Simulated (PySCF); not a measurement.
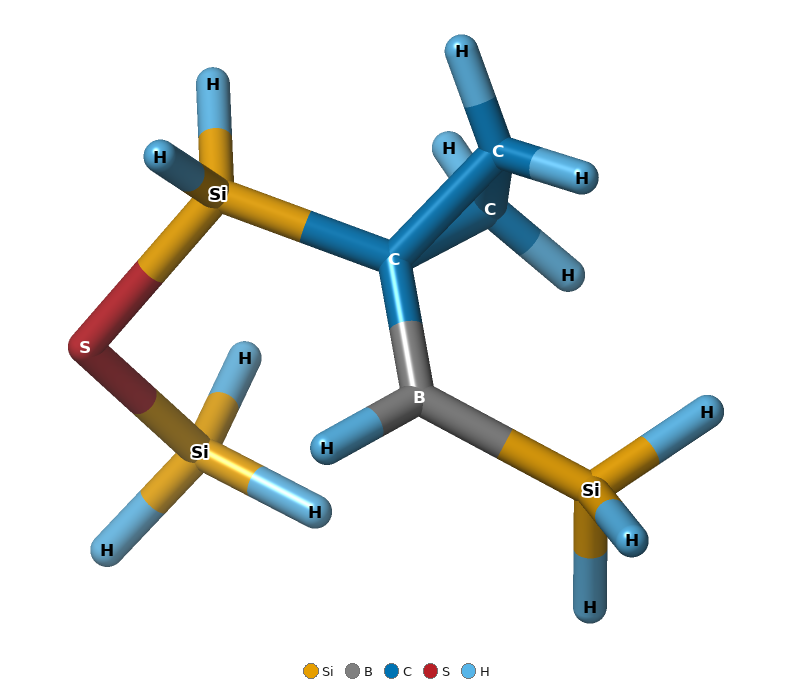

A stick model of a molecule.

Computed geometry: GFN2-xTB optimisation. No frequency run is at hand to confirm it as a minimum.

> What is the molecular formula?

C3H13BSSi3, 21 atoms: 3 carbon, 13 hydrogen, 1 boron, 1 sulfur and 3 silicon.

> Give a SMILES string for it.

[SiH3]BC1([SiH2]S[SiH3])CC1

> Which point group does it belong to?

C1.

More results for the same structure follow; atom numbers are the same in all pictures, views and colours differ.

### Geometry

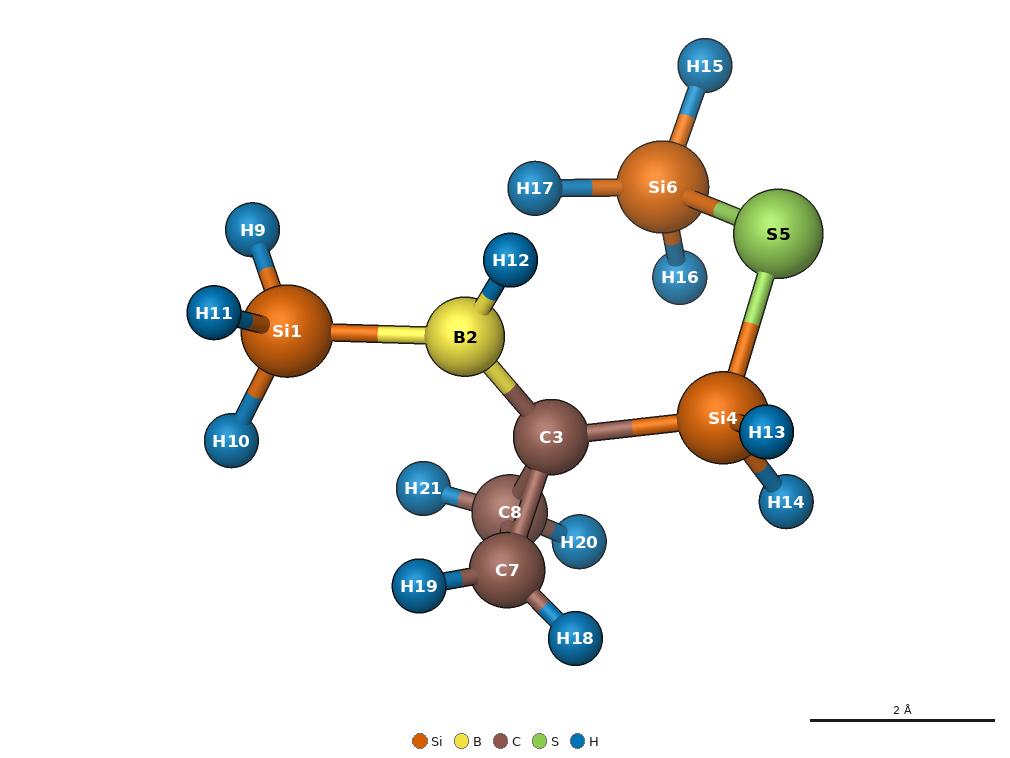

Atoms carry their numbers in the input. No frequency run is at hand to confirm it as a minimum.

> How are the neighbours of atom 1 arranged?

Si1 has 4 neighbours (B2 at 1.96, H9 at 1.47, H10 at 1.48, H11 at 1.47 Å); the arrangement is tetrahedral.

> How are the neighbours of atom 5 arranged?

S5 has 2 neighbours (Si4 at 2.15, Si6 at 2.14 Å); the arrangement is bent.

> How are the neighbours of atom 6 arranged?

Si6 has 4 neighbours (S5 at 2.14, H15 at 1.45, H16 at 1.46, H17 at 1.46 Å); the arrangement is tetrahedral.

> What is the geometry at Si4?

Si4 has 4 neighbours (C3 at 1.89, S5 at 2.15, H13 at 1.46, H14 at 1.46 Å); the arrangement is tetrahedral.

> What is the dihedral angle B2–C3–C7–C8?

109° in size, that is anticlinal.

### NMR shielding

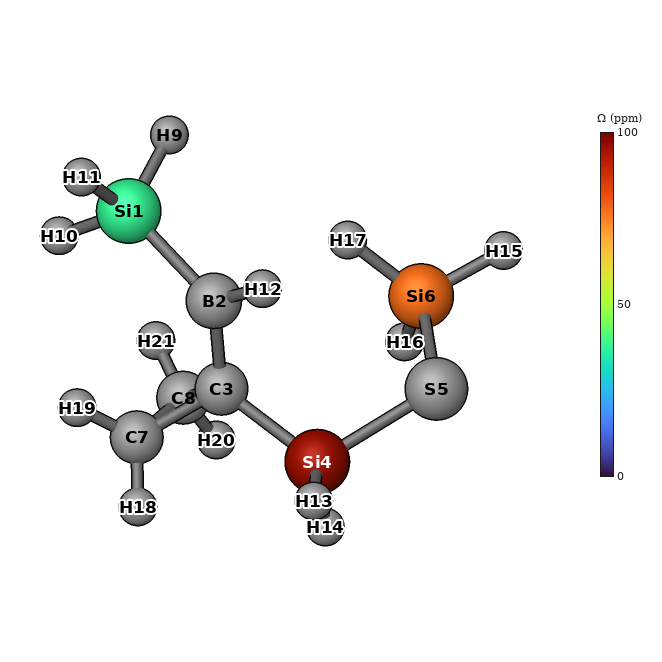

The Si atoms are coloured by the span of their shielding tensor. No frequency run is at hand to confirm it as a minimum. Level of theory: GIAO PBE0/pcSseg-1 NMR shielding, non-relativistic, gas phase (PySCF 2.14.0). Principal shieldings σ11 ≤ σ22 ≤ σ33, span Ω = σ33 − σ11, skew κ = 3(σiso − σ22)/Ω.

> Which Si atom has the most anisotropic shielding?

Si4, with a span of 96 ppm.

Give the shielding tensors of the Si atoms.

```json
{"atom": "Si1", "σ11": "454.8", "σ22": "476.1", "σ33": "493.1", "σiso": "474.7", "Ω": "38.2", "κ": "−0.11"}
{"atom": "Si4", "σ11": "314.4", "σ22": "357.8", "σ33": "410.0", "σiso": "360.7", "Ω": "95.6", "κ": "0.09"}
{"atom": "Si6", "σ11": "371.1", "σ22": "399.1", "σ33": "448.2", "σiso": "406.1", "Ω": "77.0", "κ": "0.27"}
```

Shieldings and span in ppm.

### Quadrupole coupling

No frequency run is at hand to confirm it as a minimum. Electric field gradients from the ground-state density, PBE0/pcSseg-1 (PySCF 2.14.0), non-relativistic apart from any core potentials.

Give the largest field-gradient component, the quadrupole coupling constant and the asymmetry for 11B at B2 (Q = 40.59 mb), 33S at S5 (Q = −67.81 mb), 2H at H9 (Q = 2.86 mb), 2H at H10 (Q = 2.86 mb), 2H at H11 (Q = 2.86 mb), 2H at H12 (Q = 2.86 mb).

```json
{"atom": "B2", "V_zz (a.u.)": "0.589", "e²qQ/h (MHz)": "5.62", "η": "0.10"}
{"atom": "S5", "V_zz (a.u.)": "−1.645", "e²qQ/h (MHz)": "26.2", "η": "0.70"}
{"atom": "H9", "V_zz (a.u.)": "0.160", "e²qQ/h (MHz)": "0.107", "η": "0.00"}
{"atom": "H10", "V_zz (a.u.)": "0.156", "e²qQ/h (MHz)": "0.105", "η": "0.01"}
{"atom": "H11", "V_zz (a.u.)": "0.161", "e²qQ/h (MHz)": "0.108", "η": "0.00"}
{"atom": "H12", "V_zz (a.u.)": "0.233", "e²qQ/h (MHz)": "0.156", "η": "0.10"}
```

### Charges

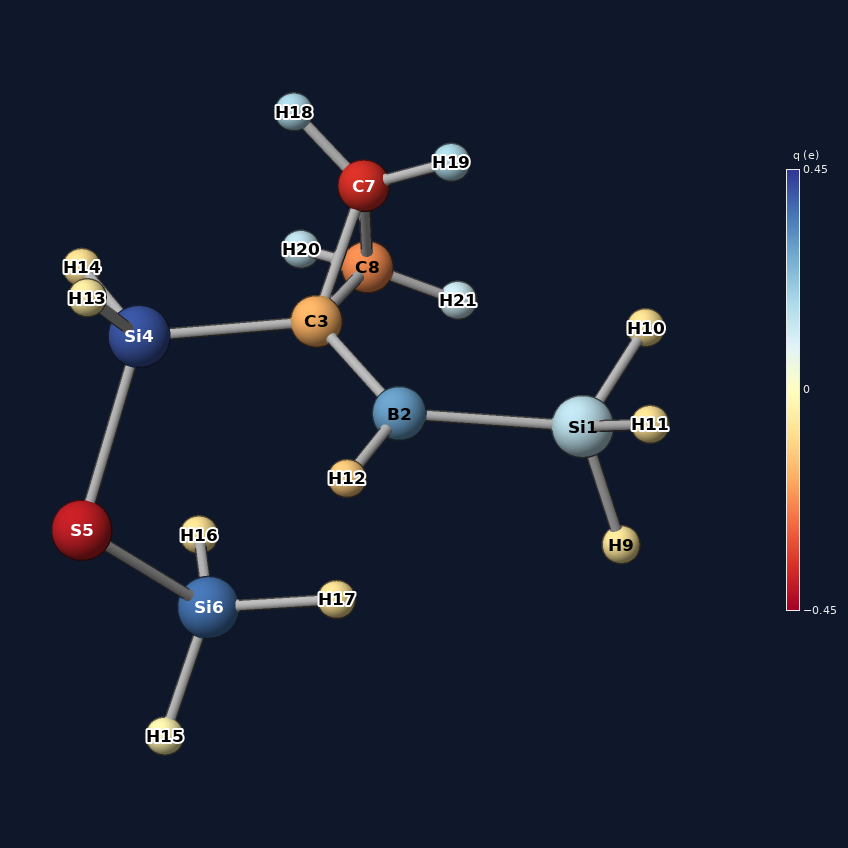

Atoms are coloured by their ESP-fitted charges. No frequency run is at hand to confirm it as a minimum. Properties computed with PBE0/pcSseg-1, gas phase (PySCF 2.14.0).

> Which atom carries the highest charge (most positive or least negative)?

Si4 (0.40 e).

> And the lowest?

S5 (−0.39 e).

Give the ESP-fitted charges atom by atom.

| atom | value (e) |
| --- | --- |
| Si1 | 0.15 |
| B2 | 0.29 |
| C3 | −0.17 |
| Si4 | 0.40 |
| S5 | −0.39 |
| Si6 | 0.36 |
| C7 | −0.36 |
| C8 | −0.22 |
| H9 | −0.07 |
| H10 | −0.08 |
| H11 | −0.08 |
| H12 | −0.12 |
| H13 | −0.05 |
| H14 | −0.08 |
| H15 | −0.03 |
| H16 | −0.08 |
| H17 | −0.08 |
| H18 | 0.17 |
| H19 | 0.17 |
| H20 | 0.14 |
| H21 | 0.12 |

The geometry is semi-empirical. Around B, Si such bond lengths and angles can be off by a tenth of an ångström or more and by several degrees, and values that hang on the shape move with them.
